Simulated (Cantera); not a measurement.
Feed: 1 mol FeS, 2700 mol H₂, 0.23 mol H₂O, held at 10.0 mbar.

These are equilibrium values from Cantera (NASA tables, ideal gas, pure condensed phases), not measurements of a reactor. Candidate condensed phases: Fe, FeO, Fe(OH)₂, Fe(OH)₃, FeS, FeSO₄, FeS₂, Fe₂O₃, Fe₂(SO₄)₃, Fe₃O₄, H₂O, H₂SO₄, S; 22 gas species. Rates play no part.

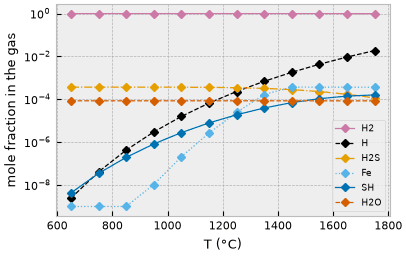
Fig. 1. Equilibrium gas composition (values under 1e-9 drawn at 1e-9)

Problem. Read off the mole fractions at 1150 °C.

Solution. H₂ about 1.00, H₂S about 0.00036, H₂O about 8.5e-5, H about 6.6e-5, SH about 7.9e-6, Fe about 2.7e-6.
